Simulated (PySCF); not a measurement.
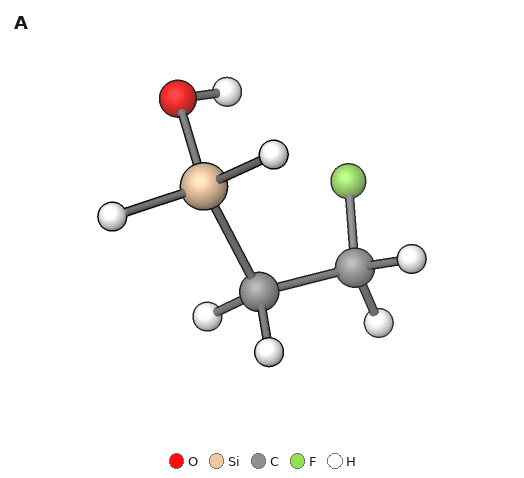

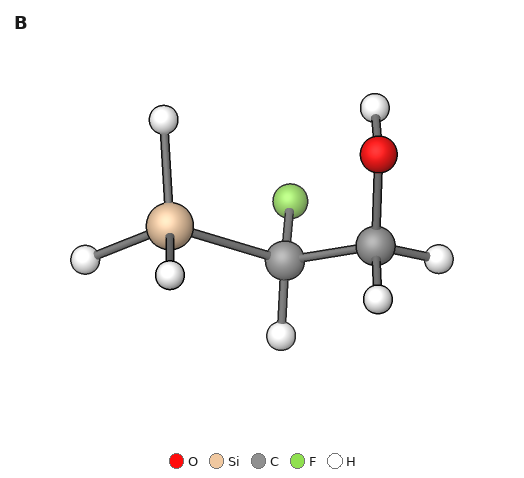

2 stationary structures of one formula. Geometries: PBE0-D3(BJ)/def2-SVP. Electronic energies: PBE0-D3(BJ)/def2-SVP (PySCF 2.14.0), without zero-point energy. No frequency run is at hand to confirm each as a minimum. Each is one conformer, not always the lowest.

Question: Which structure is the most stable?

Answer: A is lowest; B lies 165.4 kJ/mol above it. A is `O[SiH2]CCF`, B is `OC[C@H](F)[SiH3]`.
